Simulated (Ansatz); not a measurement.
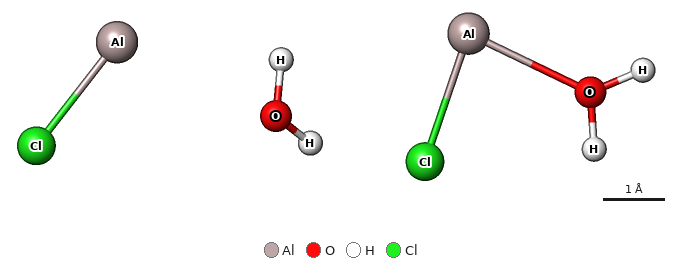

Two geometries of AlH₂OCl, drawn at one scale. One is the start of a relaxation, the other its converged end. Style: ball-and-stick. Shown face on.

Theory: RHF/cc-pVDZ in Ansatz 0.2.0. Set-up: no spin polarisation; force threshold 0.03 eV/Å; at most 50 steps.

Which geometry has the lower energy?

Answer. The right one is the relaxed one. The run prepares an end point of a later path (reaction) calculation, from a guessed geometry. Over 13 accepted moves (15 points after the start) the energy falls by 0.329 eV. The largest force component goes from 1.1 to 0.0073 eV/Å. The line search rejected the trial steps at points 2, 12 of the run. The atom that moves furthest after the best rigid fit is an H atom (0.98 Å). Largest moves by element: H 0.98 Å, Cl 0.86 Å, O 0.65 Å, Al 0.31 Å. Among the contacts that change: Al–O 2.974 → 2.254 Å, Al–Cl 2.195 → 2.254 Å, H–O 0.970 → 0.948 Å, H–O 0.947 → 0.951 Å. New bonds form, among them: Al–O (2.97 → 2.25 Å). Among the angles between lasting bonds that change: H–O–H 104.8° → 108.9°.

Limits of the set-up: the start holds two separate molecules, 2.8 Å apart at their closest, whose relative position is a soft coordinate and is computed without a dispersion correction; Hartree-Fock leaves out electron correlation.
